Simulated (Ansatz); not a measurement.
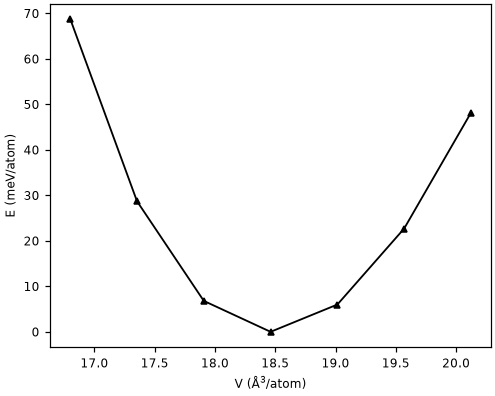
RhSe$_{2}$ in space group Pa-3 (No. 205; Rh on 4a, Se on 8c) under volume change, r²SCAN (plane waves, PAW; program Ansatz), shape and atoms relaxed at each volume.

Task: What does a third-order Birch–Murnaghan fit give for V₀, B₀ and B′?

Result: V₀ = 18.46 Å³/atom, B₀ = 122 GPa, B′ = 4.9.

The workflow started from an entry of the Crystallography Open Database (COD). Whether it is the stable phase at ambient conditions was not checked. Symmetry was held in the r²SCAN relaxation; its stability against distortions is not shown here. No spin polarisation was allowed.

Potentials: the later of the program's two PAW sets.
